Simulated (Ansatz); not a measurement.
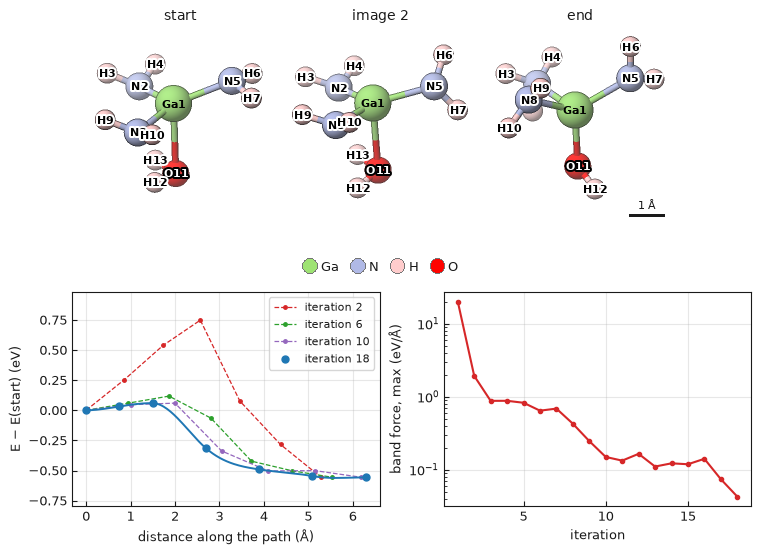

A search for the minimum-energy path of GaN₃H₈O by the nudged elastic band. Images are numbered from 0 (start) to 6 (end). The plot follows the band through its iterations. A ball-and-stick model, seen from a free direction.

Level of theory: Ansatz, RKS B3LYP-D4/def2-SVP. Settings: 5 movable images; climbing image; force threshold 0.05 eV/Å; iteration limit 60; starting path through a guess of the saddle point.

Q: How did the profile develop, and is the result final?

A: The result is final at these settings. The band converged in 18 iterations. The largest component of the band force went from 20 to 0.043 eV/Å. The climbing image converged on the top of the path. Its vibrational analysis gives one imaginary mode (133i cm⁻¹), as a transition state must have. The first iteration put the highest image at 3.26 eV. The energy climbs by 0.06 eV to image 2 and then falls by 0.62 eV, so the end point sits at −0.56 eV.

The run took 3.1 min on 4 threads of Arm Neoverse V2, with other jobs on the host, peak memory 0.34 GiB.
